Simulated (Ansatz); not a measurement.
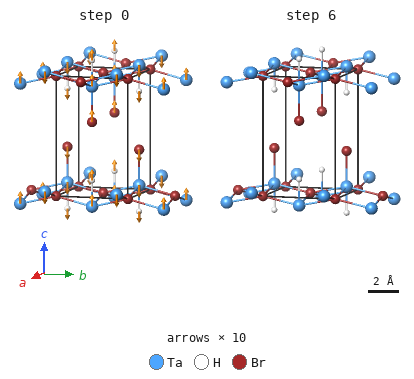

The structure of a crystal of TaHBr₂ (a generated structure, set up in P4/nmm) before (left) and after (right) a relaxation, at one scale. The orange arrows give the displacements (the part carried along by the change of the cell is left out), 10 times their true length.

A ball-and-stick model of the cell of the calculation, seen slightly off an axis.

Level of theory: DFT PBE, scalar-relativistic, plane waves, PAW in Ansatz 0.2.0.

Input file:
```yaml
crystal:
  lattice:
    - [5.1785659775, 0.0, 0.0]
    - [0.0, 5.1785659775, 0.0]
    - [0.0, 0.0, 8.3449410286]
  atoms:
    - { symbol: Ta, position: [0.0, 0.5, 0.9249046125] }
    - { symbol: Ta, position: [0.5, 0.0, 0.0750953875] }
    - { symbol: H, position: [0.5, 0.0, 0.8568690395] }
    - { symbol: H, position: [0.0, 0.5, 0.1431309605] }
    - { symbol: Br, position: [0.0, 0.5, 0.6282248202] }
    - { symbol: Br, position: [0.5, 0.0, 0.3717751798] }
    - { symbol: Br, position: [0.5, 0.5, 0.0] }
    - { symbol: Br, position: [0.0, 0.0, 0.0] }
basis:
  ecutwfc: 420
kpoints:
  mp_grid: { grid: [8, 8, 6] }
hamiltonian:
  xc: pbe
scf:
  occupations: { method: gaussian, width: 0.1 }
output:
  forces: true
  stress: true
  eigenvalues: true
relax:
  adjacent_minimum: "off"
  f_tol: 0.01
  max_steps: 80
  cell: { stress_tol: 0.05 }
```

Run as
```bash
ansatz run input.yaml --threads 1 --pin off --max-ram 2560MiB --backend cpu --events-out ev --progress --plain --runs-dir out
```

Question: What changed between the two?

Answer: The energy falls by 3.2 meV per atom in 4 accepted moves (6 points after the start). Largest force component: 0.28 eV/Å at the start, 0.0072 eV/Å at the end. The pressure goes from 0.10 to 0.02 GPa. The line search rejected the trial step at point 3 of the run. At 1 point the geometry stayed and the basis and grid were re-selected for the new cell (energy shift of 0.1 meV per atom at most each time). The largest moves relative to the cell, 0.089 Å, are those of Ta1, Ta2, Br5 and Br6. Br6 goes along −c. Largest moves by element: Br 0.089 Å, Ta 0.088 Å, H 0.081 Å. The drawn cell changes as follows: a = b 5.179 → 5.220 Å (+0.8 %), c 8.345 → 8.355 Å (+0.1 %); the volume changes by +1.7 %. Some distances before and after: Ta1–H4 1.821 → 1.816 Å. Among the angles between lasting bonds that change: Ta1–Br8–Ta1 152.8° → 156.6°, Br7–Ta2–Br7 152.8° → 156.6°. The space group stays P4/nmm (No. 129).

Limits of the set-up: layers or molecules are held without a dispersion correction, so their spacing is unreliable.
